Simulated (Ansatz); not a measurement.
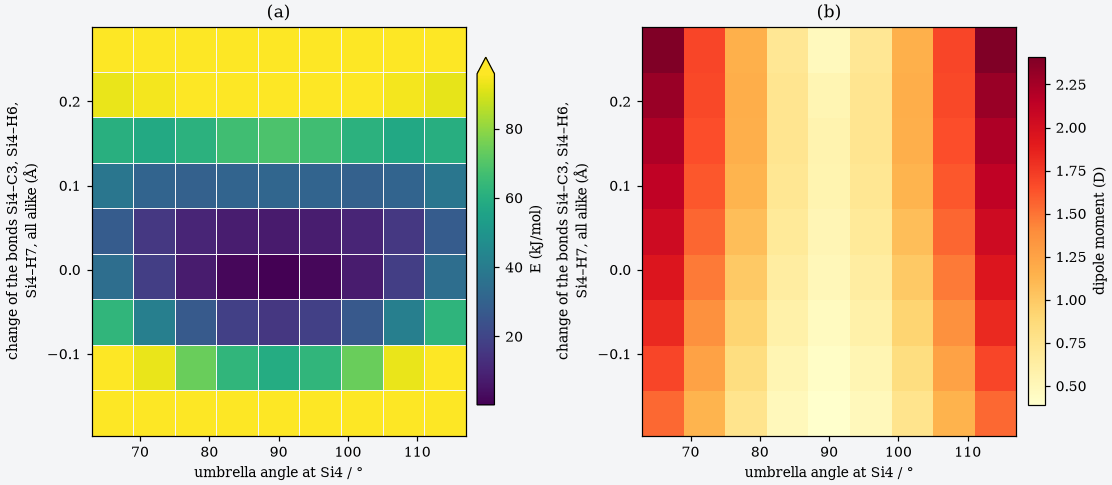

CH₃BNSi, SMILES [BH]N=C=[SiH2], spin multiplicity 2. First axis: umbrella angle at Si4 (between each of its bonds and their common axis; 90 is planar). Second axis: change of the bonds Si4–C3, Si4–H6, Si4–H7, all alike. Nothing is relaxed (all other coordinates rigid). Grid: 9 × 9 points; 79 points were computed and 2 follow by symmetry. Points are written as (first, second). Energies are in kJ/mol, from the relaxed molecule at the same level. Level of theory: UKS PBE0-D4/def2-TZVP (Ansatz).

Panel (a) is the energy; panel (b) is the computed dipole moment, in D.

In the figure: one coloured cell a grid point, one colour for all values above the top of the scale.

Question: How does the dipole moment vary over the map, and what is it at the lowest grid point?

Answer: Leaving out the highest fifth of the energies, it runs from 0.43 D at (90°, −0.116 Å) to 2.41 D at (114°, 0.262 Å). At the lowest grid point, (90°, −0.008 Å), it is 0.50 D.

| second ↓, first → | 66 | 72 | 78 | 84 | 90 | 96 | 102 | 108 | 114 |
| --- | --- | --- | --- | --- | --- | --- | --- | --- | --- |
| 0.262 | 2.41 | 1.70 | 1.16 | 0.71 | 0.48 | 0.71 | 1.16 | 1.70 | 2.41 |
| 0.208 | 2.30 | 1.68 | 1.17 | 0.74 | 0.53 | 0.74 | 1.17 | 1.68 | 2.30 |
| 0.154 | 2.21 | 1.65 | 1.16 | 0.74 | 0.56 | 0.74 | 1.16 | 1.65 | 2.21 |
| 0.100 | 2.13 | 1.61 | 1.13 | 0.72 | 0.55 | 0.72 | 1.13 | 1.62 | 2.13 |
| 0.046 | 2.05 | 1.55 | 1.08 | 0.69 | 0.53 | 0.69 | 1.08 | 1.55 | 2.05 |
| −0.008 | 1.95 | 1.47 | 1.00 | 0.64 | 0.50 | 0.64 | 1.00 | 1.47 | 1.95 |
| −0.062 | 1.83 | 1.37 | 0.92 | 0.59 | 0.47 | 0.59 | 0.92 | 1.37 | 1.83 |
| −0.116 | 1.69 | 1.25 | 0.84 | 0.54 | 0.43 | 0.54 | 0.84 | 1.25 | 1.69 |
| −0.170 | 1.55 | 1.14 | 0.76 | 0.49 | 0.39 | 0.49 | 0.76 | 1.14 | 1.55 |
